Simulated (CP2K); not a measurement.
**CH7BSSi2 (SMILES [SiH3]B([SiH3])C=S) at MNDO**

Aim: the energy difference between two shapes of CH7BSSi2 at MNDO, from 2 runs. 

Program for the calculation: CP2K 2026.2.

3 further runs of the same task are left out: 1 that didn't finish, 2 set aside as unsound or not needed.

### 1 The molecule

CH7BSSi2 has 12 atoms, charge 0, and is taken as a singlet. As SMILES, `[SiH3]B([SiH3])C=S`. Geometry: a rough force-field guess.

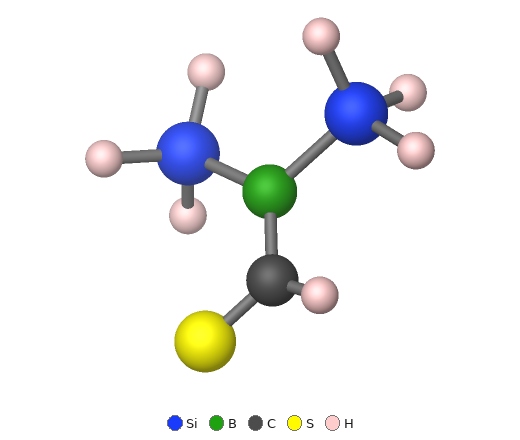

The structure, seen from a chosen angle (silicon blue, boron green, carbon dark grey, sulfur yellow, hydrogen pink).

### 2 Energy and gradient at MNDO

The input, qs.inp:

```
&FORCE_EVAL
    METHOD QUICKSTEP
    &DFT
        &QS
            METHOD MNDO
            EPS_DEFAULT 1.0E-10
            &SE
                &COULOMB
                    CUTOFF [angstrom] 50
                    RC_RANGE [angstrom] 0
                &END COULOMB
                &EXCHANGE
                    CUTOFF [angstrom] 50
                    RC_RANGE [angstrom] 0
                &END EXCHANGE
            &END SE
        &END QS
        &POISSON
            PERIODIC NONE
            POISSON_SOLVER ANALYTIC
        &END POISSON
        # self-consistent field
        &SCF
            SCF_GUESS ATOMIC
            EPS_SCF 1.0E-07
            MAX_SCF 100
            ADDED_MOS 4
            &DIAGONALIZATION
                ALGORITHM STANDARD
            &END DIAGONALIZATION
            &MIXING
                METHOD DIRECT_P_MIXING
                ALPHA 0.4
            &END MIXING
        &END SCF
        # extra output
        &PRINT
            &MOMENTS
                PERIODIC F
                REFERENCE COM
                MAX_MOMENT 1
            &END MOMENTS
            &MO ON
                ENERGIES T
                OCCUPATION_NUMBERS T
                NDIGITS 6
                &EACH
                    QS_SCF 0
                &END EACH
                ADD_LAST NUMERIC
            &END MO
            &HIRSHFELD OFF
            &END HIRSHFELD
        &END PRINT
    &END DFT
    # structure
    &SUBSYS
        &CELL
            ABC 21.4 20.3 19.9
            PERIODIC NONE
        &END CELL
        &COORD
            Si    -1.680600    -0.608400    -0.081400
            B      0.044100     0.241400    -0.149700
            Si     1.450600    -0.655200     0.782700
            C      0.440400     1.591300    -0.921700
            S     -0.642300     2.294700    -1.656600
            H     -2.674200     0.399600     0.514700
            H     -2.135800    -0.875100    -1.458700
            H     -1.648000    -1.780900     0.697900
            H      1.145600    -0.731300     2.265700
            H      2.735900     0.101900     0.660400
            H      1.642700    -2.008800     0.266600
            H      1.398700     1.975600    -0.886000
        &END COORD
        &TOPOLOGY
            &CENTER_COORDINATES
            &END CENTER_COORDINATES
        &END TOPOLOGY
    &END SUBSYS
    &PRINT
        &FORCES ON
        &END FORCES
    &END PRINT
&END FORCE_EVAL
&GLOBAL
    PROJECT qs
    RUN_TYPE ENERGY_FORCE
    PRINT_LEVEL MEDIUM
&END GLOBAL
```

Run with:

```bash
$ OMP_NUM_THREADS=1 cp2k.psmp qs.inp > qs.out
```

Output:

```text
CP2K| version string:                                       CP2K version 2026.2
[...]
 GLOBAL| Method name                                                        CP2K
[...]
 GLOBAL| Run type                                                   ENERGY_FORCE
[...]
                             - Atoms:                                         12
[...]
                             - Spherical basis functions:                     27
[...]
 Number of electrons:                                                         28
[...]
     1 P_Mix/Diag. 0.40E+00    0.0     0.75838874       -19.3568612410 -1.94E+01
[...]
    28 DIIS/Diag.  0.18E-06    0.0     0.00000009       -25.6584670787 -2.42E-13
  *** SCF run converged in    28 steps ***
  Core-core repulsion energy [eV]:                           1657.36737824471538
  Core Hamiltonian energy [eV]:                             -1012.88882489544301
  Two-electron integral energy [eV]:                        -2685.36190039637358
  Electronic energy [eV]:                                   -2355.56977509362969
  Total energy [eV]:                                         -698.20239684891442
  Atomic reference energy [eV]:                               701.24206239148452
  Heat of formation [kcal/mol]:                                70.09635819113466
[...]
 SE_DIPOLE| Moment [Debye]         -0.48574707       0.65678265      -0.16307944
 SE_DIPOLE| Derivative [a.u.]       0.00000000       0.00000000       0.00000000
 ENERGY| Total FORCE_EVAL ( QS ) energy [hartree]            -25.658467078685270
 FORCES| Atomic forces [hartree/bohr]
 FORCES|   Atom     x               y               z               |f|
 FORCES|      1 -4.03592397E-02  3.14899743E-02 -1.39066591E-02   5.30460355E-02
 FORCES|      2  2.22508493E-02  2.05170407E-02 -1.12782857E-02   3.22993650E-02
 FORCES|      3  3.29058276E-02 -3.34325693E-03  2.84599936E-02   4.36341849E-02
 FORCES|      4 -1.79887728E-02 -9.42155397E-02  5.86942654E-02   1.12450792E-01
 FORCES|      5 -6.09840794E-02  4.51068025E-02 -4.61141919E-02   8.87704921E-02
 FORCES|      6  3.03332921E-02 -3.28103280E-02 -1.53021811E-02   4.72311653E-02
 FORCES|      7  1.09979339E-02  1.82781709E-03  3.12675439E-02   3.31957040E-02
 FORCES|      8  6.74143317E-04  1.08654616E-02 -7.79326222E-03   1.33883405E-02
 FORCES|      9  6.44601737E-03  2.19672998E-03 -4.20422108E-02   4.25901896E-02
 FORCES|     10 -3.11882242E-02 -2.10522841E-02  3.24757301E-03   3.77683826E-02
 FORCES|     11 -4.86595633E-03  2.71292889E-02  9.03888030E-03   2.90065028E-02
 FORCES|     12  5.17782088E-02  1.22882937E-02  5.72853467E-03   5.35238375E-02
 FORCES| Sum     4.30211422E-16  7.42461648E-16 -3.12250226E-16
[...]
```

Wall time 0.49 s (1 thread of Arm Neoverse N1, shared host); peak memory 0.14 GiB.

### 3 The distorted shape at the same level

The input, run.inp:

```
&GLOBAL
  PROJECT run
  RUN_TYPE ENERGY_FORCE
  PRINT_LEVEL MEDIUM
&END GLOBAL

&FORCE_EVAL
  METHOD Quickstep
  &DFT
    CHARGE 0
    MULTIPLICITY 1
    &QS
      METHOD MNDO
      EPS_DEFAULT 1.0E-10
      &SE
        &COULOMB
          CUTOFF [angstrom] 50
          RC_RANGE [angstrom] 0
        &END COULOMB
        &EXCHANGE
          CUTOFF [angstrom] 50
          RC_RANGE [angstrom] 0
        &END EXCHANGE
      &END SE
    &END QS
    &POISSON
      PERIODIC NONE
      POISSON_SOLVER ANALYTIC
    &END POISSON
    # SCF settings
    &SCF
      SCF_GUESS ATOMIC
      EPS_SCF 1.0E-07
      MAX_SCF 100
      ADDED_MOS 4
      &DIAGONALIZATION
        ALGORITHM STANDARD
      &END DIAGONALIZATION
      &MIXING
        METHOD DIRECT_P_MIXING
        ALPHA 0.4
      &END MIXING
    &END SCF
    &PRINT
      &MOMENTS
        PERIODIC F
        REFERENCE COM
        MAX_MOMENT 1
      &END MOMENTS
      &MO ON
        ENERGIES T
        OCCUPATION_NUMBERS T
        NDIGITS 6
        &EACH
          QS_SCF 0
        &END EACH
        ADD_LAST NUMERIC
      &END MO
      &HIRSHFELD OFF
      &END HIRSHFELD
    &END PRINT
  &END DFT
  &SUBSYS
    &CELL
      ABC [angstrom] 21.4 20.3 19.9
      PERIODIC NONE
    &END CELL
    &COORD
      Si    -1.698462    -0.591793    -0.068989
      B      0.038239     0.248877    -0.151969
      Si     1.460159    -0.613550     0.807845
      C      0.419518     1.585380    -0.938455
      S     -0.601732     2.289554    -1.655890
      H     -2.692447     0.400959     0.526185
      H     -2.135500    -0.890536    -1.485572
      H     -1.648795    -1.827530     0.718443
      H      1.132085    -0.720437     2.235818
      H      2.723946     0.100135     0.665031
      H      1.651569    -2.014638     0.259946
      H      1.437238     1.958961    -0.863085
    &END COORD
    &TOPOLOGY
      &CENTER_COORDINATES
      &END CENTER_COORDINATES
    &END TOPOLOGY
  &END SUBSYS
  &PRINT
    &FORCES ON
    &END FORCES
  &END PRINT
&END FORCE_EVAL
```

Run with:

```bash
$ OMP_NUM_THREADS=1 cp2k.psmp -i run.inp -o run.out
```

Output:

```text
CP2K| version string:                                       CP2K version 2026.2
[...]
 GLOBAL| Method name                                                        CP2K
[...]
 GLOBAL| Run type                                                   ENERGY_FORCE
[...]
                             - Atoms:                                         12
[...]
                             - Spherical basis functions:                     27
[...]
 Number of electrons:                                                         28
[...]
     1 P_Mix/Diag. 0.40E+00    0.0     0.75518771       -19.3461219093 -1.93E+01
[...]
    42 DIIS/Diag.  0.71E-07    0.0     0.00000010       -25.6492477141  0.00E+00
  *** SCF run converged in    42 steps ***
  Core-core repulsion energy [eV]:                           1659.89328287540934
  Core Hamiltonian energy [eV]:                             -1012.39559228996018
  Two-electron integral energy [eV]:                        -2690.89843153193260
  Electronic energy [eV]:                                   -2357.84480805592648
  Total energy [eV]:                                         -697.95152518051702
  Atomic reference energy [eV]:                               701.24206239148452
  Heat of formation [kcal/mol]:                                75.88159675824437
[...]
 SE_DIPOLE| Moment [Debye]         -0.44062996       0.17656905      -0.43992689
 SE_DIPOLE| Derivative [a.u.]       0.00000000       0.00000000       0.00000000
 ENERGY| Total FORCE_EVAL ( QS ) energy [hartree]            -25.649247714109002
 FORCES| Atomic forces [hartree/bohr]
 FORCES|   Atom     x               y               z               |f|
 FORCES|      1 -3.56669413E-02  1.01018653E-02 -1.54649605E-02   4.01664461E-02
 FORCES|      2  1.96826546E-02  1.50933667E-02 -5.44202610E-03   2.53935476E-02
 FORCES|      3  2.37745306E-02 -2.39235105E-02  8.54529585E-03   3.47934583E-02
 FORCES|      4  7.93176044E-02 -1.14427680E-01  1.00166015E-01   1.71517366E-01
 FORCES|      5 -1.15927023E-01  8.66114672E-02 -8.76858937E-02   1.69202355E-01
 FORCES|      6  2.95745699E-02 -3.16882324E-02 -1.51907370E-02   4.59299221E-02
 FORCES|      7  1.20144036E-02  5.41310095E-03  4.05713613E-02   4.26577415E-02
 FORCES|      8 -8.45751982E-04  2.69872784E-02 -1.64094413E-02   3.15958582E-02
 FORCES|      9  5.87679514E-03  3.43666121E-03 -3.01647203E-02   3.09234169E-02
 FORCES|     10 -2.34146376E-02 -1.46313384E-02  4.08382198E-03   2.79105521E-02
 FORCES|     11 -6.16176704E-03  3.95334224E-02  1.43628363E-02   4.25105860E-02
 FORCES|     12  1.17755628E-02 -2.50640094E-03  2.62844817E-03   1.23229325E-02
 FORCES| Sum    -2.35922393E-16  5.82867088E-16 -3.81639165E-17
[...]
```

Wall time 0.53 s (1 thread of Arm Neoverse N1, shared host); peak memory 0.14 GiB.

### 4 Summary of results

Level: MNDO.

```
                                                  quantity          value
                                 first shape: total energy   -25.65847 Eh
                                first shape: dipole moment         0.83 D
                                  first shape: HOMO energy       -9.25 eV
                                  first shape: LUMO energy       -1.68 eV
                                first shape: HOMO–LUMO gap        7.58 eV
    first shape: heat of formation at this unrelaxed shape  70.1 kcal/mol
                     first shape: largest force on an atom     5.782 eV/Å
                             distorted shape: total energy   -25.64925 Eh
                            distorted shape: dipole moment         0.65 D
                              distorted shape: HOMO energy       -9.22 eV
                              distorted shape: LUMO energy       -1.58 eV
                            distorted shape: HOMO–LUMO gap        7.65 eV
distorted shape: heat of formation at this unrelaxed shape  75.9 kcal/mol
                 distorted shape: largest force on an atom     8.820 eV/Å
                    energy change with the atoms displaced       0.251 eV
```

With the atoms displaced the energy rises by 0.25 eV (5.8 kcal/mol). The first shape isn't relaxed at this level, so the change isn't measured from a minimum. The largest force (first shape) is 5.78 eV/Å: the shape isn't a stationary point for this species at this level.
